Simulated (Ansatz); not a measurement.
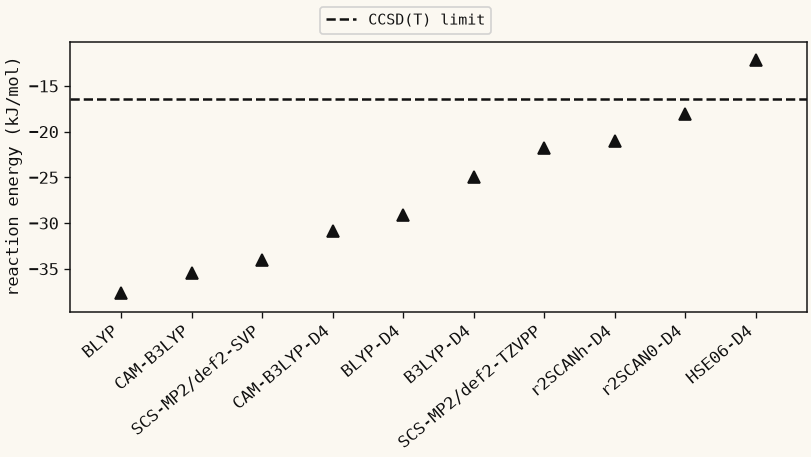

Electronic reaction energy of AlH₂S₂Br ([SH][Al]([SH])[Br]) + HF (F) → AlH₂S₂F ([F][Al]([SH])[SH]) + HBr (Br) (SMILES in brackets) at several levels (functionals in def2-TZVPP unless a basis is named), isolated molecules at PBE0-D4 triple-zeta geometries, minima by their frequencies, no zero-point or thermal terms, the Ansatz code 0.2.0. The line is frozen-core CCSD(T) at the basis limit (MP2 extrapolated from triple and quadruple zeta, plus CCSD(T) less MP2 in a smaller set). No dispersion term is added to BLYP and CAM-B3LYP. The distance of SCS-MP2/def2-SVP and SCS-MP2/def2-TZVPP to the limit includes basis error. The limit lies 4.7 kJ/mol from CCSD(T)/def2-TZVPP, so the line itself is uncertain by a part of that.

Which level comes closest to the line (CCSD(T) limit), and which misses most?

Closest r2SCAN0-D4 (−18.1 kJ/mol), against −16.4 kJ/mol; farthest BLYP (−37.6 kJ/mol).

Give the values.

```tsv
level	kJ/mol	less CCSD(T) limit
BLYP	−37.6	−21.2
CAM-B3LYP	−35.5	−19.0
SCS-MP2/def2-SVP	−34.1	−17.6
CAM-B3LYP-D4	−30.8	−14.4
BLYP-D4	−29.1	−12.6
B3LYP-D4	−24.9	−8.5
SCS-MP2/def2-TZVPP	−21.8	−5.3
r2SCANh-D4	−21.0	−4.6
r2SCAN0-D4	−18.1	−1.6
HSE06-D4	−12.2	4.3
CCSD(T) limit	−16.4	0.0
```

Caveats: no scalar relativity up to krypton; outer-core shells are correlated without core-valence functions, which makes the correlated values less sure.
